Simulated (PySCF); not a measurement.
# Run report: InSiH₃F₂, single-point calculation

InSiH₃F₂, SMILES [F][In]([F])[SiH3], computed with HF/def2-TZVP, RHF, core potentials def2-svp (PySCF 2.14.0).

The geometry comes from this level: GFN2-xTB.

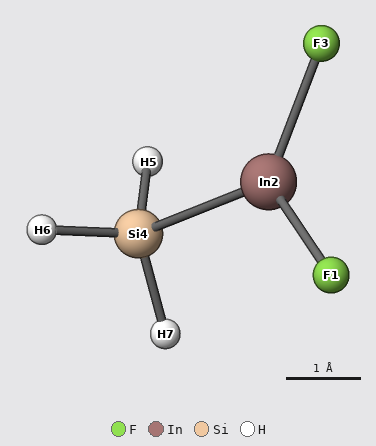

**Figure 1.** The structure (ball-and-stick view, seen at a tilt; atoms are numbered from 1 in the order of the input). Sticks mark near contacts.

Input file (run.py):
```python
from pyscf import gto

mol = gto.M(
    atom=[
    ('F', (-0.000930, -2.525670, 1.601570)),
    ('In', (0.741470, -0.907260, 0.646290)),
    ('F', (2.757230, -0.860980, 0.789970)),
    ('Si', (-0.706170, 0.866860, -0.612800)),
    ('H', (0.173160, 1.454170, -1.625260)),
    ('H', (-1.134600, 1.841720, 0.395090)),
    ('H', (-1.830160, 0.131160, -1.194860)),
],
    charge=0,
    max_memory=1860,
    ecp={'In': 'def2-svp'},
    verbose=3,
    basis='def2-tzvp',
)

mf = mol.RHF()
mf.conv_tol = 1e-10
mf.kernel()
if not mf.converged:
    mf = mf.newton().run(mf.mo_coeff, mf.mo_occ)

e_tot = mf.e_tot
print(f'total energy: {e_tot:.8f} hartree')
```

Run on 1 thread of Arm Neoverse V2, 24 GiB of memory available, shared host.

Launched with:
```bash
OMP_NUM_THREADS=1 python run.py
```

Log:
```
converged SCF energy = -678.926224685694
total energy: -678.92622469 hartree
```

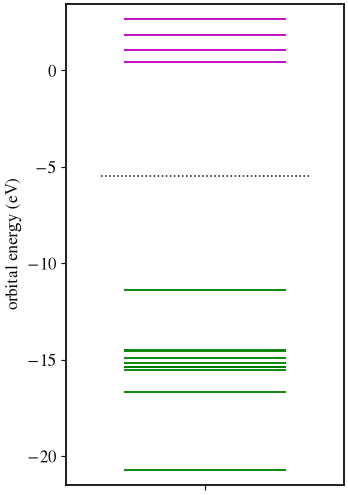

**Figure 2.** Orbital energies near the frontier; the dotted line parts filled from empty levels, and levels within 0.02 eV of each other stand side by side. Highest filled −11.39 eV, lowest empty 0.45 eV, 11.84 eV apart.

Summary:

```tsv
quantity	value
outcome	converged
total energy	−678.926225 hartree
basis functions	167
HOMO	−11.39 eV
LUMO	0.45 eV
dipole moment	5.71 D
wall time	9.9 s
peak memory	0.86 GiB
```
